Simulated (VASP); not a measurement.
Band structure of Rh. Level of theory: PBE GGA, VASP's PBE PAW potentials (set 64) (plane waves; VASP).

The cell holds a wide vacuum, so values per volume refer to the whole cell.

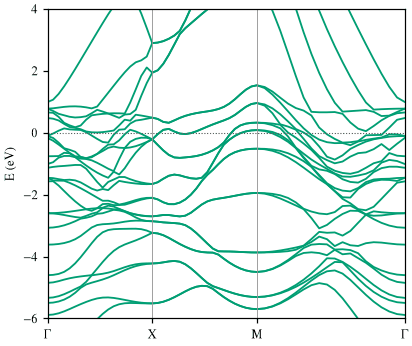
*Bands along high-symmetry lines, zero at the valence-band maximum or, without a gap, the Fermi level*

**Question.** Read the plot: is there a gap, and where are the band edges?

**Answer.** It has no gap at this level: it comes out as a metal or semimetal.

The cell is a sheet with vacuum, built from a generated structure.
